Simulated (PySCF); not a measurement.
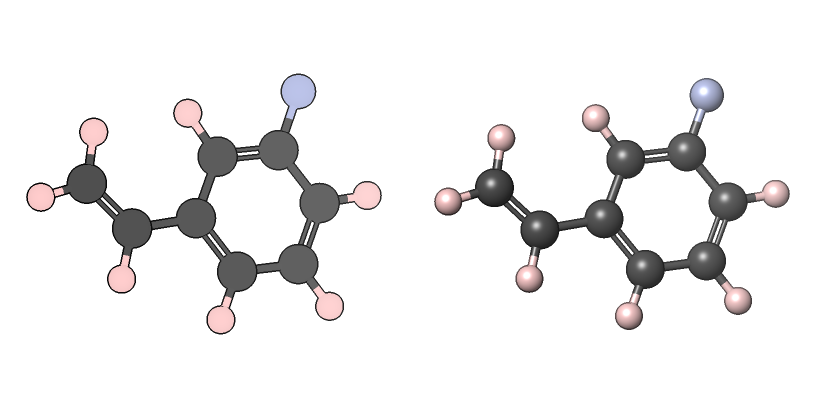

The same structure drawn twice, from different directions. Colours: carbon dark grey, fluorine light blue, hydrogen pink.

Question: What is the molecular formula?

Answer: C8H7F, 16 atoms: 8 carbon, 7 hydrogen and 1 fluorine.

Question: Name functional groups in it.

Answer: Among them: alkene, C–F bond.

Question: How many bonds of each kind are drawn?

Answer: 8 C–C, 7 C–H, 1 C–F.

Question: Give the symmetry (Schoenflies symbol).

Answer: Cs.

Question: Give a SMILES string for it.

Answer: C=Cc1cccc(F)c1

The parts below concern this one geometry. Atoms keep their numbers from picture to picture. The geometry was computed by an optimisation with PBE0-D3(BJ)/def2-SVP. No frequency run is at hand to confirm it as a minimum.

### Shape

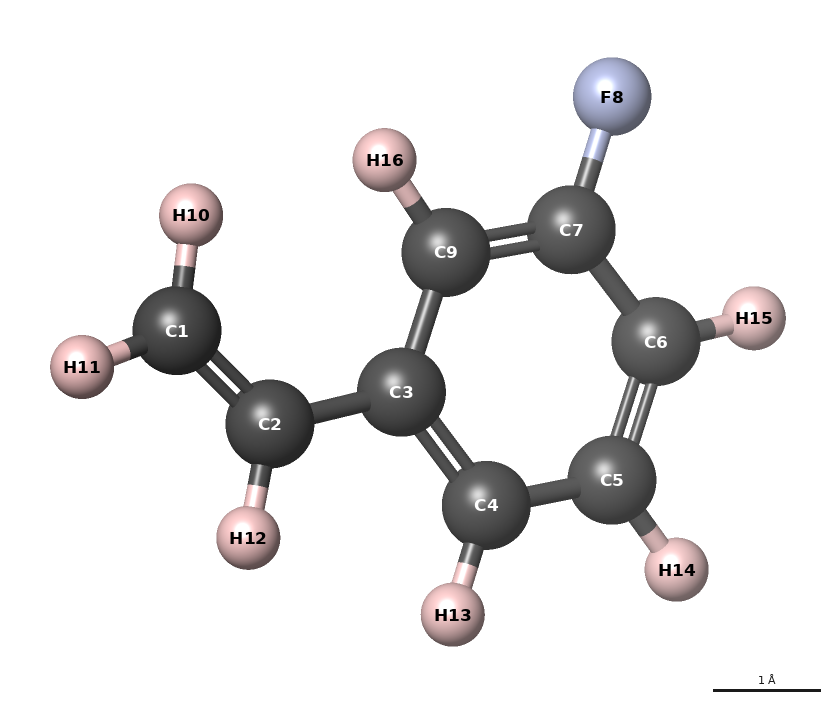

The atoms are numbered. No frequency run is at hand to confirm it as a minimum.

Which atoms are bonded, and how long are the bonds?

```json
{"bond": "C1–C2", "length (Å)": "1.338", "order": "double"}
{"bond": "C1–H10", "length (Å)": "1.093", "order": "single"}
{"bond": "C1–H11", "length (Å)": "1.092", "order": "single"}
{"bond": "C2–C3", "length (Å)": "1.469", "order": "single"}
{"bond": "C2–H12", "length (Å)": "1.096", "order": "single"}
{"bond": "C3–C4", "length (Å)": "1.403", "order": "aromatic"}
{"bond": "C3–C9", "length (Å)": "1.404", "order": "aromatic"}
{"bond": "C4–C5", "length (Å)": "1.393", "order": "aromatic"}
{"bond": "C4–H13", "length (Å)": "1.092", "order": "single"}
{"bond": "C5–C6", "length (Å)": "1.392", "order": "aromatic"}
{"bond": "C5–H14", "length (Å)": "1.092", "order": "single"}
{"bond": "C6–C7", "length (Å)": "1.392", "order": "aromatic"}
{"bond": "C6–H15", "length (Å)": "1.091", "order": "single"}
{"bond": "C7–F8", "length (Å)": "1.333", "order": "single"}
{"bond": "C7–C9", "length (Å)": "1.385", "order": "aromatic"}
{"bond": "C9–H16", "length (Å)": "1.091", "order": "single"}
```

### Ring current

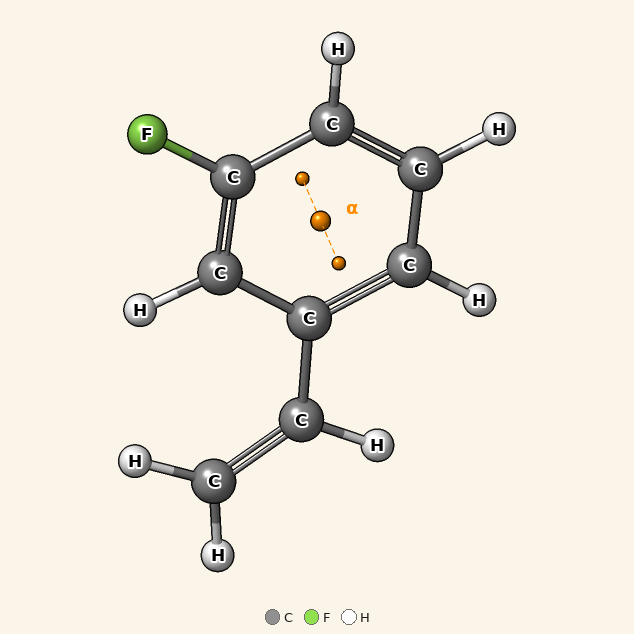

The small points mark where nucleus-independent chemical shifts (NICS) were computed: at the centre of each lettered ring and 1 Å above and below it. No frequency run is at hand to confirm it as a minimum. Properties computed with GIAO PBE0/pcSseg-1 NMR shielding, non-relativistic, IEF-PCM chloroform (PySCF 2.14.0).

Give NICS(0), NICS(1) and the out-of-plane component NICS(1)zz for each ring (means of the two sides).

```
ring  members  NICS(0)  NICS(1)  NICS(1)zz
   α       C6     −9.3    −10.8      −25.7
```

Values in ppm.

Question: What do the values say about the ring currents?

Answer: Ring α: diatropic, as in an aromatic ring. NICS is one index among several.

### Dipole moment

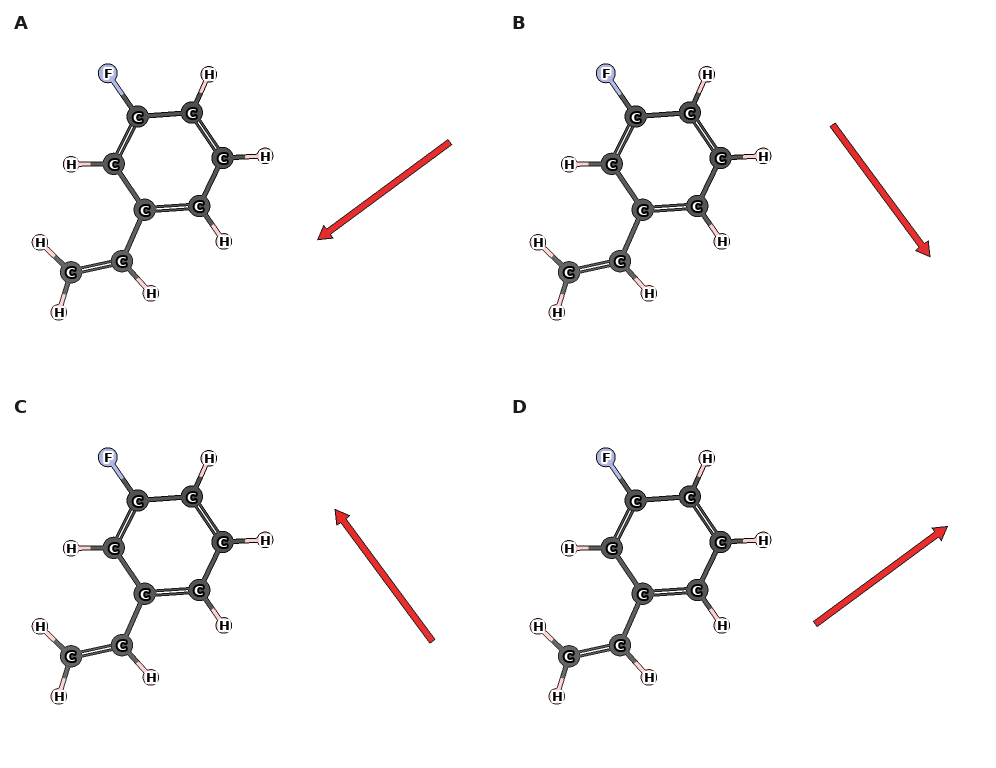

The same molecule four times, each with an arrow. No frequency run is at hand to confirm it as a minimum. Properties computed with B3LYP/def2-SVPD in methanol (IEF-PCM) (PySCF 2.14.0).

Question: Which arrow points along the dipole moment, from the negative to the positive end?

Answer: B. The dipole moment is 1.91 D.

### Excitation

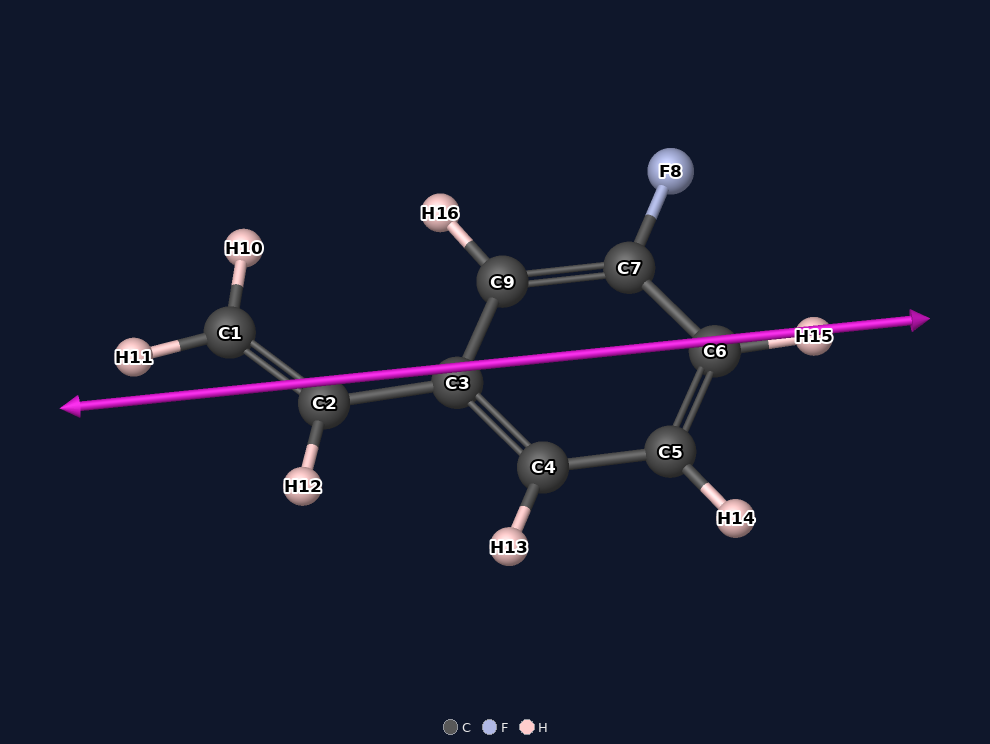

The double arrow shows the direction of the transition dipole to excited singlet state 2 (its length means nothing). No frequency run is at hand to confirm it as a minimum. Level of theory: TDDFT B3LYP/def2-SVPD, vertical, IEF-PCM methanol (non-equilibrium linear response), core orbitals frozen in the response (PySCF 2.14.0).

Question: How is the transition polarised?

Answer: In the molecular plane, nearly parallel to the C7–C9 bond.

Question: Give its energy, strength and character.

Answer: 4.91 eV (252 nm), oscillator strength 0.22, mainly HOMO−1 → LUMO (weight 0.53); transition dipole 3.44 D.
